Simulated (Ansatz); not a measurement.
# NHCl (quartet): SPW92, PBE, r2SCAN over a scan of the distance Cl1–H2 along a hydrogen transfer, 6-31G

How well do these functionals follow the top wave-function level for NHCl (quartet) over a scan of the distance Cl1–H2 along a hydrogen transfer?

Program: Ansatz 0.2.0, Gaussian basis. Level of theory: 6-31G, all electrons in the functionals. These are calculated values, not measurements.

Plan: SPW92, PBE, r2SCAN, at 1.189 Å; 1.279 Å; 1.371 Å; 1.463 Å; 1.555 Å; 1.647 Å; 1.740 Å; 1.832 Å; 1.924 Å.

### Step 1. What is computed

The geometry derives from fragments relaxed apart (PBE0/def2-TZVP) and kept rigid, so it is no stationary point. A hydrogen atom is moved between rigid fragments.

3 atoms, charge 0, spin multiplicity 4.

Atoms are counted from 1 here; the program's logs count them from 0.

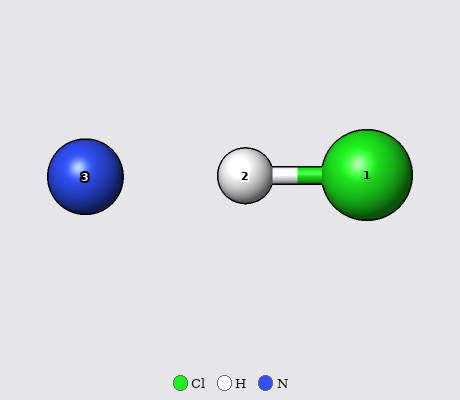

The structure; chlorine green, hydrogen white, nitrogen blue; atoms are numbered from 1 in the order of the file.

No dispersion term is added.

The geometry shown and the zero of energy belong to the point 1.279 Å. The yardstick, FCI, and other wave-function levels (R restricted, U unrestricted, valence and pair active spaces) come from earlier runs.

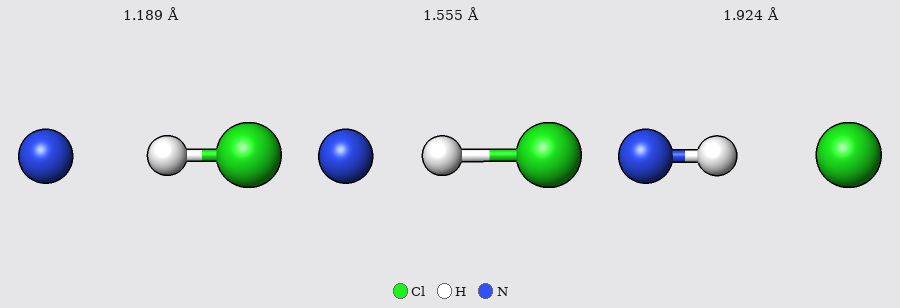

Three points of the scan; sticks are drawn by distance.

### Step 2. SPW92, 1.189 Å

File in.yaml:

```yaml
crystal:
  periodic: [false, false, false]
  atoms:
    - {symbol: Cl, position_ang: [0.000000, 0.000000, -1.384333]}
    - {symbol: H, position_ang: [0.000000, 0.000000, -0.195333]}
    - {symbol: N, position_ang: [0.000000, 0.000000, 1.579667]}
basis:
  gaussian: {orbitals: 6-31G}
magnetization: {spin_polarized: true, initial_magnetization: 3}
hamiltonian: {xc: {name: SPW92}}
```

On the command line:

```
$ ansatz run in.yaml --threads 1 --pin off --events-out ev --progress --plain --max-ram 2816MiB --backend cpu
```

The program printed (excerpt; [...] marks lines left out):

```text
Functional definition: SPW92
  name "SPW92"
  cite "Dirac, Proc. Camb. Phil. Soc. 26, 376 (1930) doi:10.1017/S0305004100016108"
  cite "Slater, Phys. Rev. 81, 385 (1951) doi:10.1103/PhysRev.81.385"
  cite "Perdew & Wang, Phys. Rev. B 45, 13244 (1992) doi:10.1103/PhysRevB.45.13244"
[...]
304 factors; integrals over basis functions are off by at most 2.4e-4 eV
[...]
mean field -13968.90705099 eV, -513.3478656586 hartree, gradient 1.9e-5 eV, S^2 3.752660; 0 other end points of the search recorded, 0 dependent functions left out
reference -13968.90706687 eV, -513.3478662422 hartree; 14, 11 occupied and 10, 13 virtual orbitals, 304 factors
Total energy: -13968.90706687 eV, -513.3478662422 hartree
```

Wall time 0.43 s (1 thread of AMD EPYC 7R13, shared host).

From the report: ⟨S²⟩ of the determinant 3.753 (pure quartet: 3.75).

### Step 3. SPW92, 1.279 Å

File in.yaml:

```yaml
crystal:
  periodic: [false, false, false]
  atoms:
    - {symbol: Cl, position_ang: [0.000000, 0.000000, -1.414267]}
    - {symbol: H, position_ang: [0.000000, 0.000000, -0.135467]}
    - {symbol: N, position_ang: [0.000000, 0.000000, 1.549733]}
basis:
  gaussian: {orbitals: 6-31G}
magnetization: {spin_polarized: true, initial_magnetization: 3}
hamiltonian: {xc: {name: SPW92}}
```

Launched as before.

The program printed (excerpt; [...] marks lines left out):

```text
Functional definition: SPW92
  name "SPW92"
  cite "Dirac, Proc. Camb. Phil. Soc. 26, 376 (1930) doi:10.1017/S0305004100016108"
  cite "Slater, Phys. Rev. 81, 385 (1951) doi:10.1103/PhysRev.81.385"
  cite "Perdew & Wang, Phys. Rev. B 45, 13244 (1992) doi:10.1103/PhysRevB.45.13244"
[...]
304 factors; integrals over basis functions are off by at most 2.9e-4 eV
[...]
mean field -13969.26508208 eV, -513.3610230586 hartree, gradient 3.3e-5 eV, S^2 3.752911; 0 other end points of the search recorded, 0 dependent functions left out
reference -13969.26509807 eV, -513.3610236461 hartree; 14, 11 occupied and 10, 13 virtual orbitals, 304 factors
Total energy: -13969.26509807 eV, -513.3610236461 hartree
```

Wall time 0.33 s (1 thread of AMD EPYC 7R13, shared host).

From the report: ⟨S²⟩ of the determinant 3.753 (pure quartet: 3.75).

### Step 4. SPW92, 1.371 Å

File in.yaml:

```yaml
crystal:
  periodic: [false, false, false]
  atoms:
    - {symbol: Cl, position_ang: [0.000000, 0.000000, -1.445000]}
    - {symbol: H, position_ang: [0.000000, 0.000000, -0.074000]}
    - {symbol: N, position_ang: [0.000000, 0.000000, 1.519000]}
basis:
  gaussian: {orbitals: 6-31G}
magnetization: {spin_polarized: true, initial_magnetization: 3}
hamiltonian: {xc: {name: SPW92}}
```

The command is unchanged.

The program printed (excerpt; [...] marks lines left out):

```text
Functional definition: SPW92
  name "SPW92"
  cite "Dirac, Proc. Camb. Phil. Soc. 26, 376 (1930) doi:10.1017/S0305004100016108"
  cite "Slater, Phys. Rev. 81, 385 (1951) doi:10.1103/PhysRev.81.385"
  cite "Perdew & Wang, Phys. Rev. B 45, 13244 (1992) doi:10.1103/PhysRevB.45.13244"
[...]
304 factors; integrals over basis functions are off by at most 3.1e-4 eV
[...]
mean field -13969.37453705 eV, -513.3650454545 hartree, gradient 2.2e-5 eV, S^2 3.753381; 3 other end points of the search recorded, 0 dependent functions left out
reference -13969.37455311 eV, -513.3650460447 hartree; 14, 11 occupied and 10, 13 virtual orbitals, 304 factors
Total energy: -13969.37455311 eV, -513.3650460447 hartree
```

Run time: 0.61 s. Hardware: 1 thread of AMD EPYC 7R13, shared host.

From the report: ⟨S²⟩ of the determinant 3.753 (pure quartet: 3.75).

From 1.279 Å: -2.5 kcal/mol.

### Step 5. SPW92, 1.463 Å

File in.yaml:

```yaml
crystal:
  periodic: [false, false, false]
  atoms:
    - {symbol: Cl, position_ang: [0.000000, 0.000000, -1.475667]}
    - {symbol: H, position_ang: [0.000000, 0.000000, -0.012667]}
    - {symbol: N, position_ang: [0.000000, 0.000000, 1.488333]}
basis:
  gaussian: {orbitals: 6-31G}
magnetization: {spin_polarized: true, initial_magnetization: 3}
hamiltonian: {xc: {name: SPW92}}
```

The command is unchanged.

The program printed (excerpt; [...] marks lines left out):

```text
Functional definition: SPW92
  name "SPW92"
  cite "Dirac, Proc. Camb. Phil. Soc. 26, 376 (1930) doi:10.1017/S0305004100016108"
  cite "Slater, Phys. Rev. 81, 385 (1951) doi:10.1103/PhysRev.81.385"
  cite "Perdew & Wang, Phys. Rev. B 45, 13244 (1992) doi:10.1103/PhysRevB.45.13244"
[...]
304 factors; integrals over basis functions are off by at most 2.9e-4 eV
[...]
mean field -13969.35464115 eV, -513.3643142938 hartree, gradient 3.6e-5 eV, S^2 3.754168; 3 other end points of the search recorded, 0 dependent functions left out
reference -13969.35465725 eV, -513.3643148852 hartree; 14, 11 occupied and 10, 13 virtual orbitals, 304 factors
Total energy: -13969.35465725 eV, -513.3643148852 hartree
```

Run time: 0.46 s. Hardware: 1 thread of AMD EPYC 7R13, shared host.

From the report: ⟨S²⟩ of the determinant 3.754 (pure quartet: 3.75).

From 1.279 Å: -2.1 kcal/mol.

### Step 6. SPW92, 1.555 Å

File in.yaml:

```yaml
crystal:
  periodic: [false, false, false]
  atoms:
    - {symbol: Cl, position_ang: [0.000000, 0.000000, -1.506333]}
    - {symbol: H, position_ang: [0.000000, 0.000000, 0.048667]}
    - {symbol: N, position_ang: [0.000000, 0.000000, 1.457667]}
basis:
  gaussian: {orbitals: 6-31G}
magnetization: {spin_polarized: true, initial_magnetization: 3}
hamiltonian: {xc: {name: SPW92}}
```

Same command.

The program printed (excerpt; [...] marks lines left out):

```text
Functional definition: SPW92
  name "SPW92"
  cite "Dirac, Proc. Camb. Phil. Soc. 26, 376 (1930) doi:10.1017/S0305004100016108"
  cite "Slater, Phys. Rev. 81, 385 (1951) doi:10.1103/PhysRev.81.385"
  cite "Perdew & Wang, Phys. Rev. B 45, 13244 (1992) doi:10.1103/PhysRevB.45.13244"
[...]
304 factors; integrals over basis functions are off by at most 2.9e-4 eV
[...]
mean field -13969.29411701 eV, -513.3620900724 hartree, gradient 5.2e-5 eV, S^2 3.755197; 3 other end points of the search recorded, 0 dependent functions left out
reference -13969.29413312 eV, -513.3620906644 hartree; 14, 11 occupied and 10, 13 virtual orbitals, 304 factors
Total energy: -13969.29413312 eV, -513.3620906644 hartree
```

It took 0.45 s on 1 thread of AMD EPYC 7R13, shared host.

From the report: ⟨S²⟩ of the determinant 3.755 (pure quartet: 3.75).

From 1.279 Å: -0.7 kcal/mol.

### Step 7. SPW92, 1.647 Å

File in.yaml:

```yaml
crystal:
  periodic: [false, false, false]
  atoms:
    - {symbol: Cl, position_ang: [0.000000, 0.000000, -1.537000]}
    - {symbol: H, position_ang: [0.000000, 0.000000, 0.110000]}
    - {symbol: N, position_ang: [0.000000, 0.000000, 1.427000]}
basis:
  gaussian: {orbitals: 6-31G}
magnetization: {spin_polarized: true, initial_magnetization: 3}
hamiltonian: {xc: {name: SPW92}}
```

Launched as before.

The program printed (excerpt; [...] marks lines left out):

```text
Functional definition: SPW92
  name "SPW92"
  cite "Dirac, Proc. Camb. Phil. Soc. 26, 376 (1930) doi:10.1017/S0305004100016108"
  cite "Slater, Phys. Rev. 81, 385 (1951) doi:10.1103/PhysRev.81.385"
  cite "Perdew & Wang, Phys. Rev. B 45, 13244 (1992) doi:10.1103/PhysRevB.45.13244"
[...]
304 factors; integrals over basis functions are off by at most 2.8e-4 eV
[...]
mean field -13969.24351910 eV, -513.3602306335 hartree, gradient 7.9e-5 eV, S^2 3.756033; 8 other end points of the search recorded, 0 dependent functions left out
reference -13969.24353521 eV, -513.3602312256 hartree; 14, 11 occupied and 10, 13 virtual orbitals, 304 factors
Total energy: -13969.24353521 eV, -513.3602312256 hartree
```

It took 0.61 s on 1 thread of AMD EPYC 7R13, shared host.

From the report: ⟨S²⟩ of the determinant 3.756 (pure quartet: 3.75).

From 1.279 Å: +0.5 kcal/mol.

### Step 8. SPW92, 1.740 Å

File in.yaml:

```yaml
crystal:
  periodic: [false, false, false]
  atoms:
    - {symbol: Cl, position_ang: [0.000000, 0.000000, -1.568000]}
    - {symbol: H, position_ang: [0.000000, 0.000000, 0.172000]}
    - {symbol: N, position_ang: [0.000000, 0.000000, 1.396000]}
basis:
  gaussian: {orbitals: 6-31G}
magnetization: {spin_polarized: true, initial_magnetization: 3}
hamiltonian: {xc: {name: SPW92}}
```

Launched as before.

The program printed (excerpt; [...] marks lines left out):

```text
Functional definition: SPW92
  name "SPW92"
  cite "Dirac, Proc. Camb. Phil. Soc. 26, 376 (1930) doi:10.1017/S0305004100016108"
  cite "Slater, Phys. Rev. 81, 385 (1951) doi:10.1103/PhysRev.81.385"
  cite "Perdew & Wang, Phys. Rev. B 45, 13244 (1992) doi:10.1103/PhysRevB.45.13244"
[...]
304 factors; integrals over basis functions are off by at most 2.8e-4 eV
[...]
mean field -13969.21089113 eV, -513.3590315778 hartree, gradient 3.1e-5 eV, S^2 3.756184; 9 other end points of the search recorded, 0 dependent functions left out
reference -13969.21090724 eV, -513.3590321700 hartree; 14, 11 occupied and 10, 13 virtual orbitals, 304 factors
Total energy: -13969.21090724 eV, -513.3590321700 hartree
```

It took 0.73 s on 1 thread of AMD EPYC 7R13, shared host.

From the report: ⟨S²⟩ of the determinant 3.756 (pure quartet: 3.75).

From 1.279 Å: +1.2 kcal/mol.

### Step 9. SPW92, 1.832 Å

File in.yaml:

```yaml
crystal:
  periodic: [false, false, false]
  atoms:
    - {symbol: Cl, position_ang: [0.000000, 0.000000, -1.598667]}
    - {symbol: H, position_ang: [0.000000, 0.000000, 0.233333]}
    - {symbol: N, position_ang: [0.000000, 0.000000, 1.365333]}
basis:
  gaussian: {orbitals: 6-31G}
magnetization: {spin_polarized: true, initial_magnetization: 3}
hamiltonian: {xc: {name: SPW92}}
```

The command is unchanged.

The program printed (excerpt; [...] marks lines left out):

```text
Functional definition: SPW92
  name "SPW92"
  cite "Dirac, Proc. Camb. Phil. Soc. 26, 376 (1930) doi:10.1017/S0305004100016108"
  cite "Slater, Phys. Rev. 81, 385 (1951) doi:10.1103/PhysRev.81.385"
  cite "Perdew & Wang, Phys. Rev. B 45, 13244 (1992) doi:10.1103/PhysRevB.45.13244"
[...]
304 factors; integrals over basis functions are off by at most 2.7e-4 eV
[...]
mean field -13969.15504571 eV, -513.3569792964 hartree, gradient 5.6e-6 eV, S^2 3.755632; 9 other end points of the search recorded, 0 dependent functions left out
reference -13969.15506183 eV, -513.3569798890 hartree; 14, 11 occupied and 10, 13 virtual orbitals, 304 factors
Total energy: -13969.15506183 eV, -513.3569798890 hartree
```

Run time: 0.67 s. Hardware: 1 thread of AMD EPYC 7R13, shared host.

From the report: ⟨S²⟩ of the determinant 3.756 (pure quartet: 3.75).

From 1.279 Å: +2.5 kcal/mol.

### Step 10. SPW92, 1.924 Å

File in.yaml:

```yaml
crystal:
  periodic: [false, false, false]
  atoms:
    - {symbol: Cl, position_ang: [0.000000, 0.000000, -1.629333]}
    - {symbol: H, position_ang: [0.000000, 0.000000, 0.294667]}
    - {symbol: N, position_ang: [0.000000, 0.000000, 1.334667]}
basis:
  gaussian: {orbitals: 6-31G}
magnetization: {spin_polarized: true, initial_magnetization: 3}
hamiltonian: {xc: {name: SPW92}}
```

The command is unchanged.

The program printed (excerpt; [...] marks lines left out):

```text
Functional definition: SPW92
  name "SPW92"
  cite "Dirac, Proc. Camb. Phil. Soc. 26, 376 (1930) doi:10.1017/S0305004100016108"
  cite "Slater, Phys. Rev. 81, 385 (1951) doi:10.1103/PhysRev.81.385"
  cite "Perdew & Wang, Phys. Rev. B 45, 13244 (1992) doi:10.1103/PhysRevB.45.13244"
[...]
304 factors; integrals over basis functions are off by at most 2.7e-4 eV
[...]
mean field -13968.97709873 eV, -513.3504398654 hartree, gradient 1.6e-6 eV, S^2 3.754769; 9 other end points of the search recorded, 0 dependent functions left out
reference -13968.97711488 eV, -513.3504404590 hartree; 14, 11 occupied and 10, 13 virtual orbitals, 304 factors
Total energy: -13968.97711488 eV, -513.3504404590 hartree
```

It took 0.82 s on 1 thread of AMD EPYC 7R13, shared host.

From the report: ⟨S²⟩ of the determinant 3.755 (pure quartet: 3.75).

From 1.279 Å: +6.6 kcal/mol.

### Step 11. PBE, 1.189 Å

File in.yaml:

```yaml
crystal:
  periodic: [false, false, false]
  atoms:
    - {symbol: Cl, position_ang: [0.000000, 0.000000, -1.384333]}
    - {symbol: H, position_ang: [0.000000, 0.000000, -0.195333]}
    - {symbol: N, position_ang: [0.000000, 0.000000, 1.579667]}
basis:
  gaussian: {orbitals: 6-31G}
magnetization: {spin_polarized: true, initial_magnetization: 3}
hamiltonian: {xc: {name: PBE}}
output: {orbitals: {seedname: orbitals}}
```

Launched as before.

The program printed (excerpt; [...] marks lines left out):

```text
Functional definition: PBE
  name "PBE"
  cite "Perdew, Burke & Ernzerhof, Phys. Rev. Lett. 77, 3865 (1996) doi:10.1103/PhysRevLett.77.3865"
  parent pbe
[...]
304 factors; integrals over basis functions are off by at most 2.4e-4 eV
[...]
mean field -14015.62433211 eV, -515.0646940738 hartree, gradient 1.4e-5 eV, S^2 3.752155; 0 other end points of the search recorded, 0 dependent functions left out
reference -14015.62434973 eV, -515.0646947211 hartree; 14, 11 occupied and 10, 13 virtual orbitals, 304 factors
Total energy: -14015.62434973 eV, -515.0646947211 hartree
```

It took 0.5 s on 1 thread of AMD EPYC 7R13, shared host.

From the report: ⟨S²⟩ of the determinant 3.752 (pure quartet: 3.75).

### Step 12. PBE, 1.279 Å

File in.yaml:

```yaml
crystal:
  periodic: [false, false, false]
  atoms:
    - {symbol: Cl, position_ang: [0.000000, 0.000000, -1.414267]}
    - {symbol: H, position_ang: [0.000000, 0.000000, -0.135467]}
    - {symbol: N, position_ang: [0.000000, 0.000000, 1.549733]}
basis:
  gaussian: {orbitals: 6-31G}
magnetization: {spin_polarized: true, initial_magnetization: 3}
hamiltonian: {xc: {name: PBE}}
output: {orbitals: {seedname: orbitals}}
```

The command is unchanged.

The program printed (excerpt; [...] marks lines left out):

```text
Functional definition: PBE
  name "PBE"
  cite "Perdew, Burke & Ernzerhof, Phys. Rev. Lett. 77, 3865 (1996) doi:10.1103/PhysRevLett.77.3865"
  parent pbe
[...]
304 factors; integrals over basis functions are off by at most 2.9e-4 eV
[...]
mean field -14015.94971156 eV, -515.0766515481 hartree, gradient 2.4e-5 eV, S^2 3.752551; 0 other end points of the search recorded, 0 dependent functions left out
reference -14015.94972926 eV, -515.0766521984 hartree; 14, 11 occupied and 10, 13 virtual orbitals, 304 factors
Total energy: -14015.94972926 eV, -515.0766521984 hartree
```

Run time: 0.52 s. Hardware: 1 thread of AMD EPYC 7R13, shared host.

From the report: ⟨S²⟩ of the determinant 3.753 (pure quartet: 3.75).

### Step 13. PBE, 1.371 Å

File in.yaml:

```yaml
crystal:
  periodic: [false, false, false]
  atoms:
    - {symbol: Cl, position_ang: [0.000000, 0.000000, -1.445000]}
    - {symbol: H, position_ang: [0.000000, 0.000000, -0.074000]}
    - {symbol: N, position_ang: [0.000000, 0.000000, 1.519000]}
basis:
  gaussian: {orbitals: 6-31G}
magnetization: {spin_polarized: true, initial_magnetization: 3}
hamiltonian: {xc: {name: PBE}}
output: {orbitals: {seedname: orbitals}}
```

Launched as before.

The program printed (excerpt; [...] marks lines left out):

```text
Functional definition: PBE
  name "PBE"
  cite "Perdew, Burke & Ernzerhof, Phys. Rev. Lett. 77, 3865 (1996) doi:10.1103/PhysRevLett.77.3865"
  parent pbe
[...]
304 factors; integrals over basis functions are off by at most 3.1e-4 eV
[...]
mean field -14016.03044080 eV, -515.0796182926 hartree, gradient 5.1e-6 eV, S^2 3.753342; 3 other end points of the search recorded, 0 dependent functions left out
reference -14016.03045853 eV, -515.0796189443 hartree; 14, 11 occupied and 10, 13 virtual orbitals, 304 factors
Total energy: -14016.03045853 eV, -515.0796189443 hartree
```

Wall time 0.64 s (1 thread of AMD EPYC 7R13, shared host).

From the report: ⟨S²⟩ of the determinant 3.753 (pure quartet: 3.75).

From 1.279 Å: -1.9 kcal/mol.

### Step 14. PBE, 1.463 Å

File in.yaml:

```yaml
crystal:
  periodic: [false, false, false]
  atoms:
    - {symbol: Cl, position_ang: [0.000000, 0.000000, -1.475667]}
    - {symbol: H, position_ang: [0.000000, 0.000000, -0.012667]}
    - {symbol: N, position_ang: [0.000000, 0.000000, 1.488333]}
basis:
  gaussian: {orbitals: 6-31G}
magnetization: {spin_polarized: true, initial_magnetization: 3}
hamiltonian: {xc: {name: PBE}}
output: {orbitals: {seedname: orbitals}}
```

Same command.

The program printed (excerpt; [...] marks lines left out):

```text
Functional definition: PBE
  name "PBE"
  cite "Perdew, Burke & Ernzerhof, Phys. Rev. Lett. 77, 3865 (1996) doi:10.1103/PhysRevLett.77.3865"
  parent pbe
[...]
304 factors; integrals over basis functions are off by at most 2.9e-4 eV
[...]
mean field -14015.99083383 eV, -515.0781627633 hartree, gradient 5.8e-6 eV, S^2 3.754685; 3 other end points of the search recorded, 0 dependent functions left out
reference -14015.99085155 eV, -515.0781634145 hartree; 14, 11 occupied and 10, 13 virtual orbitals, 304 factors
Total energy: -14015.99085155 eV, -515.0781634145 hartree
```

It took 0.64 s on 1 thread of AMD EPYC 7R13, shared host.

From the report: ⟨S²⟩ of the determinant 3.755 (pure quartet: 3.75).

From 1.279 Å: -0.9 kcal/mol.

### Step 15. PBE, 1.555 Å

File in.yaml:

```yaml
crystal:
  periodic: [false, false, false]
  atoms:
    - {symbol: Cl, position_ang: [0.000000, 0.000000, -1.506333]}
    - {symbol: H, position_ang: [0.000000, 0.000000, 0.048667]}
    - {symbol: N, position_ang: [0.000000, 0.000000, 1.457667]}
basis:
  gaussian: {orbitals: 6-31G}
magnetization: {spin_polarized: true, initial_magnetization: 3}
hamiltonian: {xc: {name: PBE}}
output: {orbitals: {seedname: orbitals}}
```

The command is unchanged.

The program printed (excerpt; [...] marks lines left out):

```text
Functional definition: PBE
  name "PBE"
  cite "Perdew, Burke & Ernzerhof, Phys. Rev. Lett. 77, 3865 (1996) doi:10.1103/PhysRevLett.77.3865"
  parent pbe
[...]
304 factors; integrals over basis functions are off by at most 2.9e-4 eV
[...]
mean field -14015.92471256 eV, -515.0757328515 hartree, gradient 1.0e-5 eV, S^2 3.756352; 3 other end points of the search recorded, 0 dependent functions left out
reference -14015.92473024 eV, -515.0757335014 hartree; 14, 11 occupied and 10, 13 virtual orbitals, 304 factors
Total energy: -14015.92473024 eV, -515.0757335014 hartree
```

It took 0.64 s on 1 thread of AMD EPYC 7R13, shared host.

From the report: ⟨S²⟩ of the determinant 3.756 (pure quartet: 3.75).

From 1.279 Å: +0.6 kcal/mol.

### Step 16. PBE, 1.647 Å

File in.yaml:

```yaml
crystal:
  periodic: [false, false, false]
  atoms:
    - {symbol: Cl, position_ang: [0.000000, 0.000000, -1.537000]}
    - {symbol: H, position_ang: [0.000000, 0.000000, 0.110000]}
    - {symbol: N, position_ang: [0.000000, 0.000000, 1.427000]}
basis:
  gaussian: {orbitals: 6-31G}
magnetization: {spin_polarized: true, initial_magnetization: 3}
hamiltonian: {xc: {name: PBE}}
output: {orbitals: {seedname: orbitals}}
```

The command is unchanged.

The program printed (excerpt; [...] marks lines left out):

```text
Functional definition: PBE
  name "PBE"
  cite "Perdew, Burke & Ernzerhof, Phys. Rev. Lett. 77, 3865 (1996) doi:10.1103/PhysRevLett.77.3865"
  parent pbe
[...]
304 factors; integrals over basis functions are off by at most 2.8e-4 eV
[...]
mean field -14015.88693702 eV, -515.0743446260 hartree, gradient 2.9e-5 eV, S^2 3.757465; 3 other end points of the search recorded, 0 dependent functions left out
reference -14015.88695466 eV, -515.0743452742 hartree; 14, 11 occupied and 10, 13 virtual orbitals, 304 factors
Total energy: -14015.88695466 eV, -515.0743452742 hartree
```

Wall time 0.73 s (1 thread of AMD EPYC 7R13, shared host).

From the report: ⟨S²⟩ of the determinant 3.757 (pure quartet: 3.75).

From 1.279 Å: +1.4 kcal/mol.

### Step 17. PBE, 1.740 Å

File in.yaml:

```yaml
crystal:
  periodic: [false, false, false]
  atoms:
    - {symbol: Cl, position_ang: [0.000000, 0.000000, -1.568000]}
    - {symbol: H, position_ang: [0.000000, 0.000000, 0.172000]}
    - {symbol: N, position_ang: [0.000000, 0.000000, 1.396000]}
basis:
  gaussian: {orbitals: 6-31G}
magnetization: {spin_polarized: true, initial_magnetization: 3}
hamiltonian: {xc: {name: PBE}}
output: {orbitals: {seedname: orbitals}}
```

Launched as before.

The program printed (excerpt; [...] marks lines left out):

```text
Functional definition: PBE
  name "PBE"
  cite "Perdew, Burke & Ernzerhof, Phys. Rev. Lett. 77, 3865 (1996) doi:10.1103/PhysRevLett.77.3865"
  parent pbe
[...]
304 factors; integrals over basis functions are off by at most 2.8e-4 eV
[...]
mean field -14015.88650516 eV, -515.0743287556 hartree, gradient 5.0e-6 eV, S^2 3.757283; 5 other end points of the search recorded, 0 dependent functions left out
reference -14015.88652276 eV, -515.0743294024 hartree; 14, 11 occupied and 10, 13 virtual orbitals, 304 factors
Total energy: -14015.88652276 eV, -515.0743294024 hartree
```

Run time: 1 s. Hardware: 1 thread of AMD EPYC 7R13, shared host.

From the report: ⟨S²⟩ of the determinant 3.757 (pure quartet: 3.75).

From 1.279 Å: +1.5 kcal/mol.

[end of part 1 of 2]
